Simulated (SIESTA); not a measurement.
Band structure of FeNi3 (Pm-3m, 4 atoms in the cell).

```
FeNi3
1.0
    3.58975     0.00000     0.00000
    0.00000     3.58975     0.00000
    0.00000     0.00000     3.58975
Fe Ni
1 3
Direct
  0.00000   0.00000   0.00000
  0.00000   0.50000   0.50000
  0.50000   0.00000   0.50000
  0.50000   0.50000   0.00000
```
Moments meant for the start (each program seeds them in its own way; μB, in the order of the atoms Fe Ni Ni Ni): 4.0 2.0 2.0 2.0.

Computed with GGA PBE, numerical atomic orbitals DZP, PseudoDojo PBE standard norm-conserving potentials (rewritten from UPF to PSML) (SIESTA).

Settings: XC.functional = GGA; XC.authors = PBE; potentials = PseudoDojo PBE standard; PAO.BasisSize = DZP; PAO.EnergyShift = 0.005 Ry; MeshCutoff = 300 Ry; kgrid.MonkhorstPack = 9 9 9; OccupationFunction = FD; ElectronicTemperature = 0.1 eV; Spin = polarized; DM.InitSpin = [1 +4.00, 2 +2.00, 3 +2.00, 4 +2.00]; MaxSCFIterations = 150; SCF.Mixer.Method = Pulay; SCF.Mixer.Weight = 0.1.

The starting cell comes from a database of computed structures (which also holds hypothetical and non-ambient phases and stackings), without a prior relaxation at this level. Its lattice was rescaled by a random factor within 2.5 % of one. The magnetic order is the one reached from the typed start; others were not searched systematically. Values carry the incompleteness of an atom-centred basis.

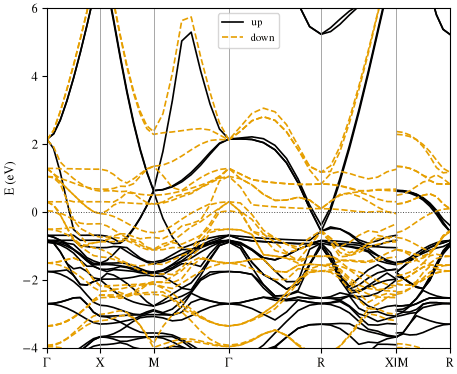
Figure: Bands along the path, energies from the Fermi level.

Levels in eV from the Fermi level, bands 34 to 39 of the first spin channel:
```tsv
point	34	35	36	37	38	39
Γ	-0.84	-0.69	-0.69	-0.69	2.14	2.14
X	-1.51	-1.51	-1.06	-0.84	-0.69	7.20
M	-1.78	-1.54	-1.48	0.61	0.62	0.62
R	-0.84	-0.84	-0.84	-0.57	-0.57	-0.57
```

Bands cross the Fermi level along this path, so the cell is metallic at this level.

Higher empty bands are left out: an atom-centred basis made for the valence describes them poorly.

The net moment of the cell came out as 4.93 μB.
